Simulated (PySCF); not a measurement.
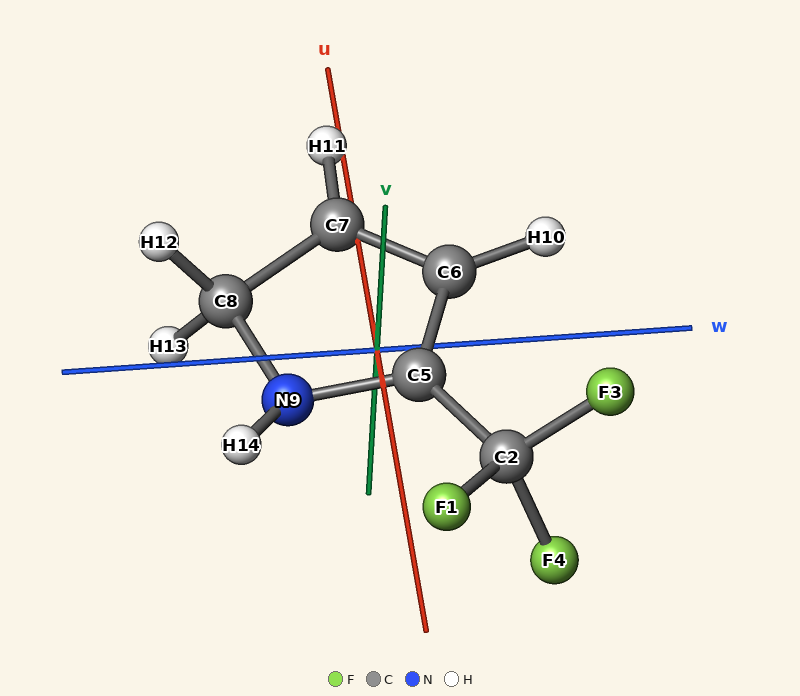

The lines u, v and w are the principal axes of the g tensor. State: neutral, doublet. The computed structure is the end point of a GFN2-xTB optimisation. No frequency run is at hand to confirm it as a minimum. Level of theory: UKS B3LYP, pcH-1 on C F H N, non-relativistic, mean-field spin-orbit, GIAO (PySCF 2.14.0).

**Along which axis does g lie farthest from the free-electron value?**

Along u: the shift is 1041 ppm.

Give the principal values and shifts.

```tsv
axis	g	shift (ppm)
u	2.00336	1041
v	2.00220	−117
w	2.00267	354
```
